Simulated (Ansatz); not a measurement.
## Single-point calculation of C$_{10}$H$_{10}$Cl$_{4}$N$_{2}$Sn

- system: C$_{10}$H$_{10}$Cl$_{4}$N$_{2}$Sn (cis-Sn(py)2Cl4)
- method: RKS PBE0-D4/def2-TZVP (Ansatz 0.2.0)

The geometry comes from this level: PBE-D4/def2-SVP.

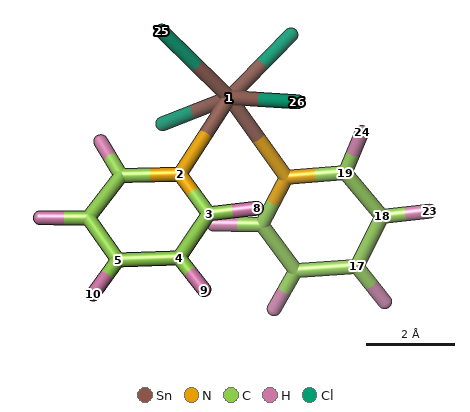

Figure 1. The structure as given in the input (stick view, seen at a tilt; atoms are numbered from 1 in the order of the input). Sticks mark near contacts. Bond lengths as drawn: Cl–Sn 2.40 to 2.45 Å, C–C 1.40 Å, C–H 1.10 Å, C–N 1.35 Å and N–Sn 2.38 Å.

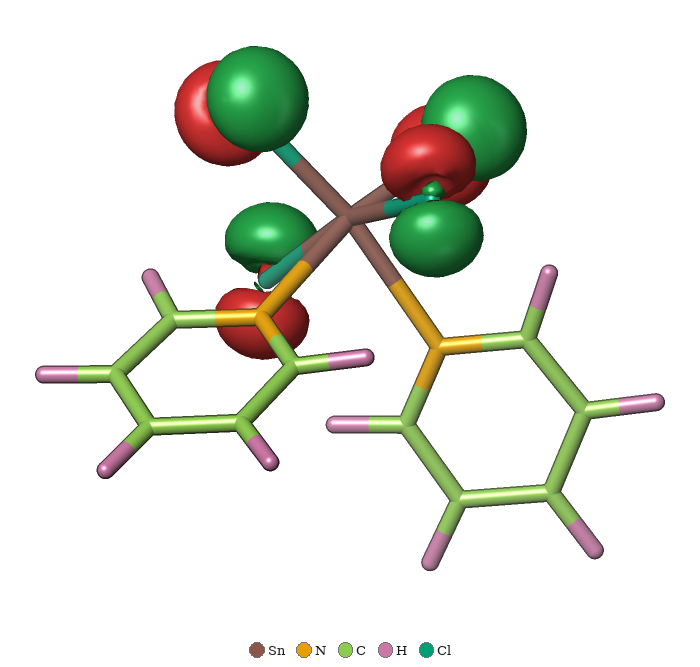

Figure 2. The HOMO−1 at ±0.15 Å⁻³ᐟ² (green and red are the two phases), seen at a tilt. Its energy is −7.88 eV.

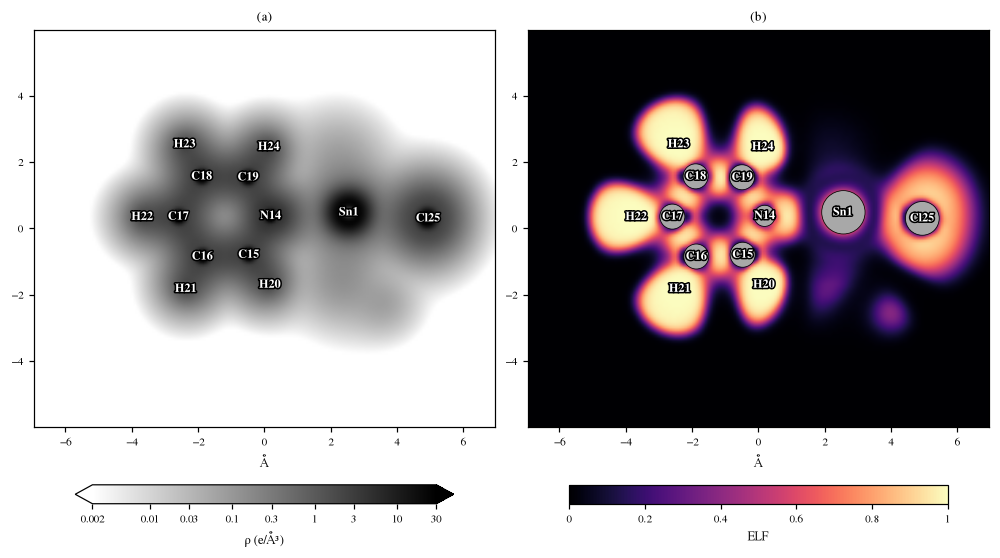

Figure 3. (a) electron density; (b) electron localisation function on the plane of atoms C17, C16 and H21. Grey discs, where drawn, cover atomic cores. The section cuts through Sn, N, C, H and Cl sites. Sn–N (2.38 Å): ρ at the midpoint is about 0.39 e/Å³; the ELF peaks at about 0.95 in the valence shell of N, 0.7 Å from its nucleus, and drops to about 0.15 between the two atoms. Sn–Cl (2.40 Å): ρ is about 0.55 e/Å³ halfway; the ELF peaks at about 0.85 in the valence shell of Cl, 0.8 Å from its nucleus, and drops to about 0.15 between the two atoms.

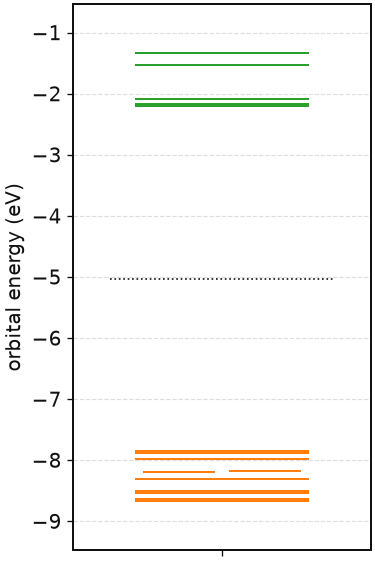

Figure 4. Orbital energies near the frontier; the dotted line parts filled from empty levels, and levels within 0.02 eV of each other stand side by side. Highest filled −7.85 eV, lowest empty −2.21 eV, 5.64 eV apart.

The input that produced these results follows, with the program's output.

### The input
```yaml
crystal:
  periodic: [false, false, false]
  atoms:
    - {symbol: Sn, position_ang: [-1.582162, -0.158067, -1.673878]}
    - {symbol: N, position_ang: [-1.483386, -0.047533, 0.701157]}
    - {symbol: C, position_ang: [-0.797514, 0.917529, 1.341823]}
    - {symbol: C, position_ang: [-0.773868, 0.995513, 2.738965]}
    - {symbol: C, position_ang: [-1.499915, 0.051573, 3.479528]}
    - {symbol: C, position_ang: [-2.224514, -0.937302, 2.797750]}
    - {symbol: C, position_ang: [-2.190536, -0.957455, 1.399055]}
    - {symbol: H, position_ang: [-0.290761, 1.653410, 0.697742]}
    - {symbol: H, position_ang: [-0.199654, 1.793745, 3.231060]}
    - {symbol: H, position_ang: [-1.505865, 0.089794, 4.579599]}
    - {symbol: H, position_ang: [-2.815019, -1.691304, 3.337218]}
    - {symbol: H, position_ang: [-2.726426, -1.711648, 0.801856]}
    - {symbol: Cl, position_ang: [-1.224660, -0.241922, -4.046049]}
    - {symbol: N, position_ang: [0.782332, -0.019664, -1.439404]}
    - {symbol: C, position_ang: [1.468660, -0.853803, -0.636317]}
    - {symbol: C, position_ang: [2.863312, -0.792854, -0.536395]}
    - {symbol: C, position_ang: [3.554446, 0.151928, -1.308374]}
    - {symbol: C, position_ang: [2.827388, 1.002577, -2.153863]}
    - {symbol: C, position_ang: [1.433214, 0.888812, -2.191794]}
    - {symbol: H, position_ang: [0.866910, -1.601926, -0.096525]}
    - {symbol: H, position_ang: [3.392907, -1.486449, 0.132261]}
    - {symbol: H, position_ang: [4.651844, 0.220820, -1.256045]}
    - {symbol: H, position_ang: [3.328219, 1.751386, -2.783539]}
    - {symbol: H, position_ang: [0.801173, 1.531316, -2.824270]}
    - {symbol: Cl, position_ang: [-3.969633, -0.280481, -1.454288]}
    - {symbol: Cl, position_ang: [-1.448153, 2.286455, -1.549764]}
    - {symbol: Cl, position_ang: [-1.238349, -2.554436, -1.287498]}
basis:
  gaussian: {orbitals: def2-TZVP, fitting: {mean_field: def2-universal-jkfit}, initial_orbitals: start.molden}
hamiltonian: {xc: pbe0, dispersion: d4}
scf: {omitted_lower_state_checks: [starts]}
output: {orbitals: {seedname: orbitals}}
```

Run as:
```bash
ansatz run in.yaml --threads 2 --pin off --events-out ev --progress --plain --max-ram 32768MiB --backend cuda --devices 0, --max-vram 18GiB
```

### Log
```
Functional definition: PBE0
  name "PBE0"
  cite "Adamo & Barone, J. Chem. Phys. 110, 6158 (1999) doi:10.1063/1.478522"
  cite "Perdew, Burke & Ernzerhof, Phys. Rev. Lett. 77, 3865 (1996) doi:10.1103/PhysRevLett.77.3865"
  parent pbe
  parameter a = 0.25
  parameter kappa = 0.804
  parameter beta = 0.06672455060314922
  exchange = (1 - a)*pbe_x(kappa = kappa, mu = beta*pi^2/3) + a*exact_x
  correlation = pbe_c(beta = beta)
these checks for a lower state are left out or cut short: starts
1814 factors; integrals over basis functions are off by at most 4.3e-1 eV
mean field evaluation 1: about -69404.3919 eV, gradient 2.6e2 eV
mean field evaluation 2: about -69414.0866 eV, gradient 1.1e1 eV
mean field evaluation 4: about -69414.3389 eV, gradient 2.7e-1 eV
mean field evaluation 8: about -69414.3394 eV, gradient 1.3e-5 eV
mean field -69414.33937524 eV, -2550.9299213109 hartree, gradient 1.3e-5 eV, S^2 0.000000; 0 other end points of the search recorded, 0 dependent functions left out
reference -69414.33942699 eV, -2550.9299232127 hartree; 87, 87 occupied and 543, 543 virtual orbitals, 1814 factors
Total energy: -69415.49987246 eV, -2550.9725687972 hartree
Checks for a lower state left out: starts
```

### Summary

- outcome: converged
- total energy: −69415.4999 eV
- mean-field energy: −69414.3394 eV
- dispersion energy: −1.1604 eV
- SCF solution under orbital rotations: stable
- HOMO: −7.85 eV
- LUMO: −2.21 eV
- hardware: 2 CPU threads, shared host
- wall time: 14 s (CPU time 5.7 s; the host was busy)
- peak memory: 0.98 GiB
